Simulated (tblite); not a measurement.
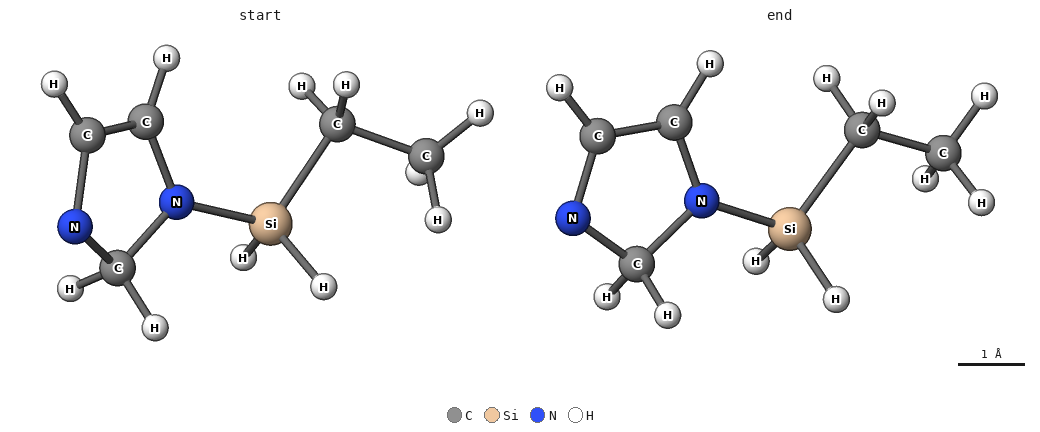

The structure of C5H11N2Si (multiplicity 2) before (left) and after (right) a relaxation, at one scale.

A ball-and-stick model, seen at a tilt.

Method: GFN2-xTB geometry optimisation, gas phase (tblite). 

**Describe what moved and what it gained.**

After 82 geometry steps the energy has fallen by 1.013 eV. The atom that moves furthest after the best rigid fit is an H atom (0.65 Å). Largest moves by element: H 0.65 Å, N 0.52 Å, C 0.22 Å, Si 0.14 Å. Among the contacts that change: C–N 1.429 → 1.316 Å, C–C 1.303 → 1.386 Å, N–Si 1.800 → 1.731 Å, C–N 1.418 → 1.366 Å. Bond angles that change, for instance: H–C–H 116.0° → 108.3°, C–C–H 124.7° → 130.2°, C–C–Si 106.0° → 111.2°. Groups turn about C–C by about 30°. The run took 0.5 s on 1 thread of Arm Neoverse V2, with other jobs on the host.
